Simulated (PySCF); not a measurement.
C4H13NSi2 (SMILES C=CCC[SiH2]N[SiH3])

```xyz
20

C     3.9901   -0.3599   -0.5360
C     3.0112    0.3102    0.0422
C     1.7174   -0.2883    0.4916
C     0.5317    0.3470   -0.2345
Si   -1.1236   -0.3938    0.3227
N    -2.3660    0.4164   -0.5662
Si   -4.0785    0.2391   -0.3901
H     4.9009    0.1173   -0.8563
H     3.9227   -1.4220   -0.7083
H     3.1033    1.3778    0.2007
H     1.6014   -0.1287    1.5671
H     1.7251   -1.3647    0.3122
H     0.6686    0.2109   -1.3094
H     0.5437    1.4238   -0.0555
H    -1.1405   -1.8424    0.0650
H    -1.3602   -0.1566    1.7507
H    -2.0639    0.9170   -1.3851
H    -4.6680    1.1880   -1.3344
H    -4.4945   -1.1321   -0.7000
H    -4.4260    0.5516    0.9950
```

Geometry: GFN2-xTB.

Computed with PBE0/pcSseg-1, SCF density, gas phase, non-relativistic (PySCF 2.14.0).

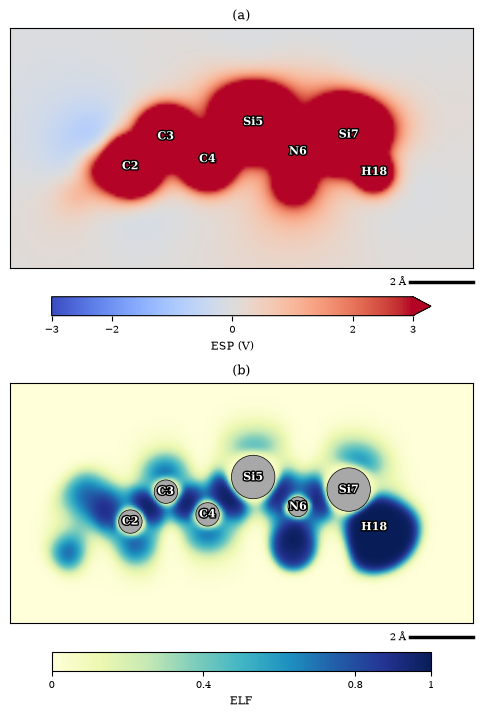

Figure 1. (a) molecular electrostatic potential; (b) electron localisation function on the plane of atoms C2, C3 and C4. Grey discs cover the atomic cores in the ELF map.

> What do the fields say about this system?

The section cuts through C, Si, N and H sites.
Si–N (1.73 Å): the ELF peaks at about 0.90 between the atoms, as expected for a polar covalent bond.
C–Si (1.90 Å): the ELF peaks at about 0.95 between the atoms; a covalent bond.
C–C (1.49 Å): the ELF peaks at about 0.95 between the atoms: a covalent bond.
Si–H (1.46 Å): the ELF climbs to about 1 towards the hydrogen, as it does in any bond to H.
Outside the dense part of the molecule the potential is most negative (−0.8 V) near C1, which lies off the plane.

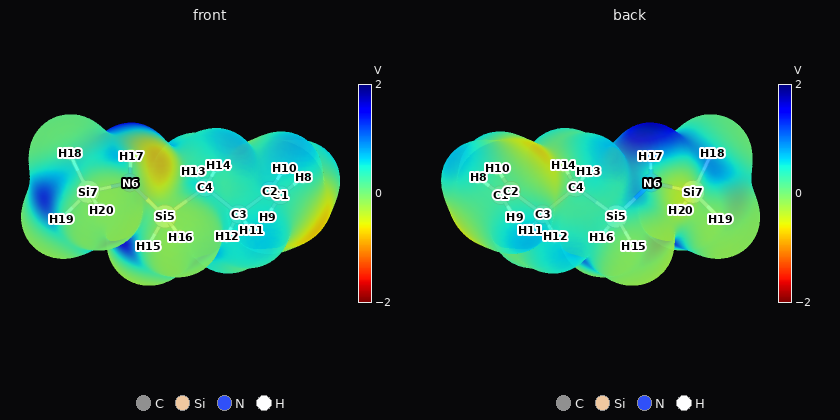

Figure 2. The molecular electrostatic potential painted on the density surface at 0.002 e/bohr³, seen from the front and from behind; the colour scale runs from red (negative) to blue (positive).

> Which sites attract a positive test charge, and which a negative one?

A positive charge is drawn to the negative regions and a negative charge to the positive ones. The most negative region (about −0.7 V) lies over C1, C2 and N6, the most positive (about +1.7 V) over Si5, Si7 and H17.

> How polar is the molecule by this calculation?

Its dipole moment is 1.04 D.
